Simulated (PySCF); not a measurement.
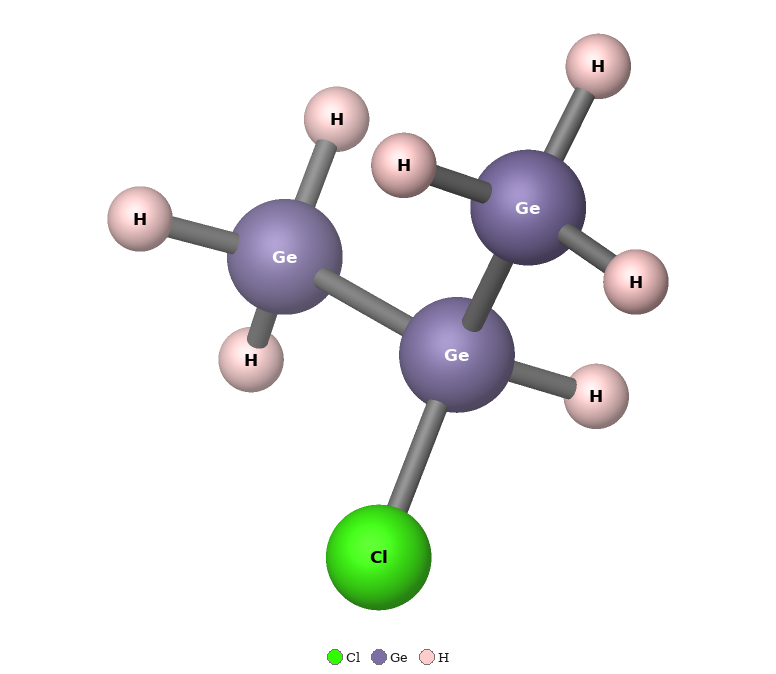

The geometry was computed by an optimisation with GFN2-xTB. No frequency run is at hand to confirm it as a minimum. Properties computed with B3LYP/def2-SVPD, gas phase (PySCF 2.14.0). Excitations: vertical, linear response.

Computed properties:

The species is ClGe3H7 (`[Cl][GeH]([GeH3])[GeH3]`).
- dipole moment: 1.68 D
- HOMO energy (Kohn–Sham orbital): −7.79 eV
- LUMO energy (Kohn–Sham orbital): −1.15 eV
- HOMO–LUMO gap: 6.64 eV
- mean static polarisability: 115.7 bohr³
- lowest vertical singlet excitation: 5.73 eV
- its oscillator strength: 0.029
- brightest of the 8 lowest singlets: 6.26 eV
- its oscillator strength: 0.41

The geometry is semi-empirical. Around Ge such bond lengths and angles can be off by a tenth of an ångström or more and by several degrees, and values that hang on the shape move with them.
